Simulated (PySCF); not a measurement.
# C₆H₁₄Cl₂Si: what the fields show

```json
{"atom": "C", "x (Å)": "-1.8859", "y (Å)": "1.1339", "z (Å)": "-1.2868"}
{"atom": "C", "x (Å)": "-0.7260", "y (Å)": "0.1657", "z (Å)": "-1.5079"}
{"atom": "Si", "x (Å)": "0.0139", "y (Å)": "-0.5004", "z (Å)": "0.1217"}
{"atom": "C", "x (Å)": "0.6947", "y (Å)": "0.8753", "z (Å)": "1.2580"}
{"atom": "C", "x (Å)": "1.8033", "y (Å)": "1.6978", "z (Å)": "0.6045"}
{"atom": "C", "x (Å)": "1.4069", "y (Å)": "-1.7537", "z (Å)": "-0.3038"}
{"atom": "Cl", "x (Å)": "2.1913", "y (Å)": "-2.2947", "z (Å)": "1.2063"}
{"atom": "C", "x (Å)": "-1.3128", "y (Å)": "-1.4973", "z (Å)": "1.0904"}
{"atom": "Cl", "x (Å)": "-2.0426", "y (Å)": "-2.7118", "z (Å)": "0.0036"}
{"atom": "H", "x (Å)": "-2.2765", "y (Å)": "1.4878", "z (Å)": "-2.2387"}
{"atom": "H", "x (Å)": "-2.6934", "y (Å)": "0.6436", "z (Å)": "-0.7503"}
{"atom": "H", "x (Å)": "-1.5661", "y (Å)": "1.9971", "z (Å)": "-0.7089"}
{"atom": "H", "x (Å)": "-1.0783", "y (Å)": "-0.6681", "z (Å)": "-2.1165"}
{"atom": "H", "x (Å)": "0.0492", "y (Å)": "0.6665", "z (Å)": "-2.0897"}
{"atom": "H", "x (Å)": "-0.1150", "y (Å)": "1.5439", "z (Å)": "1.5546"}
{"atom": "H", "x (Å)": "1.0826", "y (Å)": "0.4332", "z (Å)": "2.1769"}
{"atom": "H", "x (Å)": "2.1601", "y (Å)": "2.4685", "z (Å)": "1.2848"}
{"atom": "H", "x (Å)": "2.6451", "y (Å)": "1.0628", "z (Å)": "0.3424"}
{"atom": "H", "x (Å)": "1.4446", "y (Å)": "2.1814", "z (Å)": "-0.3007"}
{"atom": "H", "x (Å)": "1.0286", "y (Å)": "-2.6484", "z (Å)": "-0.7921"}
{"atom": "H", "x (Å)": "2.1912", "y (Å)": "-1.3284", "z (Å)": "-0.9245"}
{"atom": "H", "x (Å)": "-2.1287", "y (Å)": "-0.8807", "z (Å)": "1.4584"}
{"atom": "H", "x (Å)": "-0.8911", "y (Å)": "-2.0467", "z (Å)": "1.9285"}
```

Geometry: GFN2-xTB.

Level of theory: PBE0/pcSseg-1, SCF density, gas phase, non-relativistic in PySCF 2.14.0.

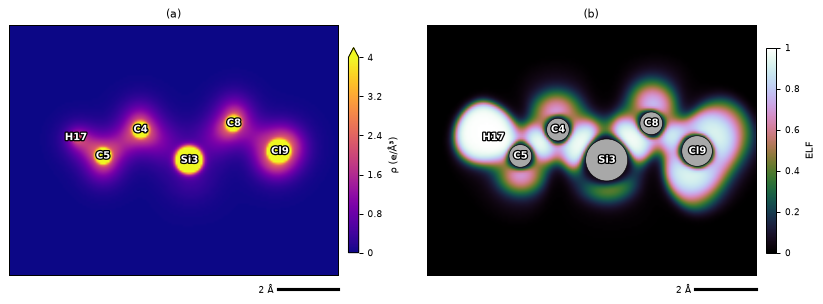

Figure 1. (a) total electron density; (b) electron localisation function on the plane of atoms C4, C5 and H17. Grey discs cover the atomic cores in the ELF map.

**Describe what can be read from this map.**

- The section cuts through Si, C, Cl and H sites.
- C–C (1.53 Å): ρ is about 1.6 e/Å³ halfway; the ELF peaks at about 0.95 between the atoms, as expected for a shared electron pair.
- C–Cl (1.79 Å): ρ is about 1.3 e/Å³ halfway; the ELF peaks at about 0.90 between the atoms: a covalent bond.
- C–Si (1.91 Å): ρ is about 0.92 e/Å³ halfway; the ELF peaks at about 0.95 between the atoms, as expected for localised, covalent bonding.
- C–H (1.09 Å): ρ is about 2 e/Å³ halfway; the ELF climbs to about 1 towards the hydrogen, as it does in any bond to H; a covalent bond by its length.
- The ELF also peaks beside Cl9, away from the bonds: lone-pair regions.

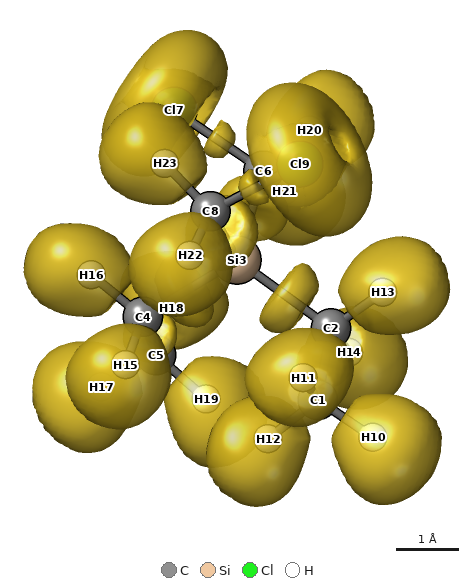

Figure 2. Isosurface of the electron localisation function at 0.8 (yellow), seen at an oblique angle. Core shells and regions of very low density are left out.

**Where are the electrons localised?**

At this value the surface marks out two regions between bonded C–C atoms (shared pairs), two regions between bonded C–Cl atoms (shared pairs), four regions between bonded C–Si atoms (shared pairs), 14 regions around hydrogen nuclei and two rings or bowls of non-bonding electrons around Cl.

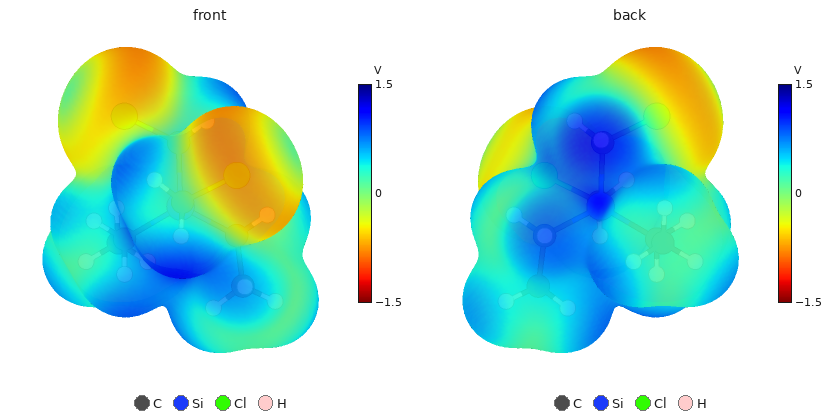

Figure 3. The electrostatic potential painted on the density surface at 0.002 e/bohr³, seen from the front and from behind; the colour scale runs from red (negative) to blue (positive).

**Which sites attract a positive test charge, and which a negative one?**

A positive charge is drawn to the negative regions and a negative charge to the positive ones. The most negative region (about −0.8 V, or −18 kcal/mol for a unit charge) lies over Cl7 and Cl9, the most positive (about +1.1 V, or +25 kcal/mol for a unit charge) over Si3, H21 and H22.

**What dipole moment does the calculation give?**

Its dipole moment is 2.67 D.
